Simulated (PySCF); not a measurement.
# BNH3ClO (SMILES NB(O)Cl) at NEVPT2(8,8)/6-31G(d) (spherical functions)

Aim: the vertical ionisation energy of BNH3ClO at NEVPT2(8,8)/6-31G* (spherical functions), from 2 runs. The job is set up through a Python script.

The calculation is run with PySCF 2.14.0.

2 further runs of the same task are left out: 1 that didn't finish, 1 set aside as unsound or not needed.

## (1) The system as given

BNH3ClO: 7 atoms, total charge 0, spin state singlet. As SMILES, `NB(O)Cl`. The coordinates come from a PBE0-D4/def2-TZVP relaxation. This is one conformer, not always the lowest.

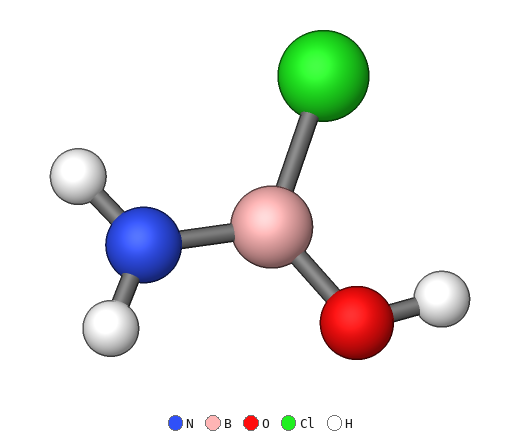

The structure, seen from a chosen angle (nitrogen blue, boron pink, oxygen red, chlorine green, hydrogen white).

## (2) A single-point energy at NEVPT2(8,8)/6-31G(d) (spherical functions)

Input file input.py:

```python
# NB(O)Cl
import numpy
from pyscf import gto, scf, mp, mcscf, mrpt

molecule = gto.Mole()
molecule.atom = '''
N       -0.520100       0.976200      -0.014400
B        0.060900      -0.288100      -0.083300
O        1.097000      -0.622600       0.732400
Cl      -0.570000      -1.477100      -1.260400
H       -1.284200       1.257300      -0.599100
H       -0.194300       1.671700       0.633400
H        1.410800      -1.517400       0.591500
'''
molecule.verbose = 3
molecule.max_memory = 1860
molecule.basis = '6-31g*'
molecule.build()

mf = scf.RHF(molecule)
mf.conv_tol = 1e-10
mf.kernel()
if not mf.converged:
    mf = mf.newton().run(mf.mo_coeff, mf.mo_occ)

pt = mp.MP2(scf.addons.convert_to_uhf(mf)).run()
noons, natorbs = mcscf.addons.make_natural_orbitals(pt)
print('natural occupations', numpy.round(noons[:40], 4))
cas = mcscf.CASSCF(mf, 8, 8)
cas.fix_spin_(ss=0.0)
cas.natorb = True
cas.kernel(natorbs)
e_pt2 = mrpt.NEVPT(cas).kernel()
e_final = cas.e_tot + e_pt2
print('E(%s) = %.9f' % ('NEVPT2', e_final))
```

On the command line:

```bash
$ OMP_NUM_THREADS=1 python input.py
```

The program printed:

```text
converged SCF energy = -615.367136413369
E(UMP2) = -615.920312437886  E_corr = -0.553176024516604
E(SCS-UMP2) = -615.902997819847  E_corr = -0.535861406477511
natural occupations [2.     1.9999 1.9999 1.9999 1.9998 1.9998 1.9998 1.9997 1.9881 1.9868
 1.9843 1.9714 1.9707 1.9699 1.9699 1.9675 1.9667 1.9648 1.9619 1.9611
 0.0353 0.0279 0.0234 0.0218 0.0188 0.0182 0.0163 0.0153 0.0126 0.0116
 0.0106 0.0103 0.0102 0.0096 0.0094 0.0092 0.0075 0.0069 0.0062 0.0059]
CASSCF energy = -615.460374418923
CASCI E = -615.460374418923  E(CI) = -17.9701618373051  S^2 = 0.0000000
Sr    (-1)',   E = -0.00915592325537
Si    (+1)',   E = -0.00158678383750
Sijrs (0)  ,   E = -0.22947525715279
Sijr  (+1) ,   E = -0.01586225111560
Srsi  (-1) ,   E = -0.07453001484974
Srs   (-2) ,   E = -0.05022154521552
Sij   (+2) ,   E = -0.00252265797181
Sir   (0)' ,   E = -0.05268373366889
Nevpt2 Energy = -0.436038167067217
E(NEVPT2) = -615.896412586
```

It took 12 s on 1 thread of Arm Neoverse V1, shared host; peak memory 0.2 GiB.

## (3) The doublet cation at the same level

Input file run.py:

```python
import numpy
from pyscf import gto, scf, mp, mcscf, mrpt

mol = gto.M(
    atom='''
N     -0.520100     0.976200    -0.014400
B      0.060900    -0.288100    -0.083300
O      1.097000    -0.622600     0.732400
Cl    -0.570000    -1.477100    -1.260400
H     -1.284200     1.257300    -0.599100
H     -0.194300     1.671700     0.633400
H      1.410800    -1.517400     0.591500
''',
    spin=1,
    max_memory=1860,
    charge=1,
    basis='6-31g*',
    verbose=3,
)

calc0 = mol.ROHF()
calc0.conv_tol = 1e-10
calc0.kernel()
if not calc0.converged:
    calc0 = calc0.newton().run(calc0.mo_coeff, calc0.mo_occ)

pt = mp.MP2(scf.addons.convert_to_uhf(calc0)).run()
noons, natorbs = mcscf.addons.make_natural_orbitals(pt)
print('natural occupations', numpy.round(noons[:40], 4))
cas = mcscf.CASSCF(calc0, 8, 7)
cas.fix_spin_(ss=0.75)
cas.natorb = True
cas.kernel(natorbs)
e_pt2 = mrpt.NEVPT(cas).kernel()
etot = cas.e_tot + e_pt2
print('Final energy', etot)
```

On the command line:

```bash
$ OMP_NUM_THREADS=1 python run.py
```

The program printed:

```text
converged SCF energy = -615.017659141646
E(UMP2) = -615.53557277025  E_corr = -0.517913628604468
E(SCS-UMP2) = -615.520647526411  E_corr = -0.502988384764888
natural occupations [2.     1.9999 1.9999 1.9999 1.9998 1.9998 1.9998 1.9997 1.9878 1.9865
 1.9845 1.9747 1.9735 1.9705 1.9674 1.9664 1.9654 1.9603 1.9592 0.9948
 0.0337 0.0298 0.0237 0.0225 0.0162 0.0159 0.0134 0.0125 0.0121 0.0103
 0.0102 0.0099 0.0091 0.009  0.0085 0.0064 0.0063 0.0055 0.0055 0.0054]
CASSCF energy = -615.117204193877
CASCI E = -615.117204193877  E(CI) = -17.1916811476920  S^2 = 0.7500000
Sr    (-1)',   E = -0.01597762371789
Si    (+1)',   E = -0.00628613599612
Sijrs (0)  ,   E = -0.23149753116678
Sijr  (+1) ,   E = -0.02131062401136
Srsi  (-1) ,   E = -0.05094744597209
Srs   (-2) ,   E = -0.03014174701979
Sij   (+2) ,   E = -0.00243270887469
Sir   (0)' ,   E = -0.04744713949218
Nevpt2 Energy = -0.406040956250892
Final energy -615.5232451501278
```

It took 12 s on 1 thread of Arm Neoverse V1, shared host; peak memory 0.2 GiB.

## (4) Outcome

Level: NEVPT2(8,8)/6-31G* (spherical functions).

```
                                              quantity          value
                         singlet BNH3ClO: total energy  -615.89641 Eh
 singlet BNH3ClO: dipole moment (Hartree–Fock density)         1.25 D
  singlet BNH3ClO: HOMO energy (Hartree–Fock orbitals)      -11.48 eV
  singlet BNH3ClO: LUMO energy (Hartree–Fock orbitals)        5.94 eV
singlet BNH3ClO: HOMO–LUMO gap (Hartree–Fock orbitals)       17.42 eV
                          doublet cation: total energy  -615.52325 Eh
    vertical ionisation energy (to the doublet cation)      10.154 eV
```

The vertical ionisation energy comes to 10.15 eV (980 kJ/mol).
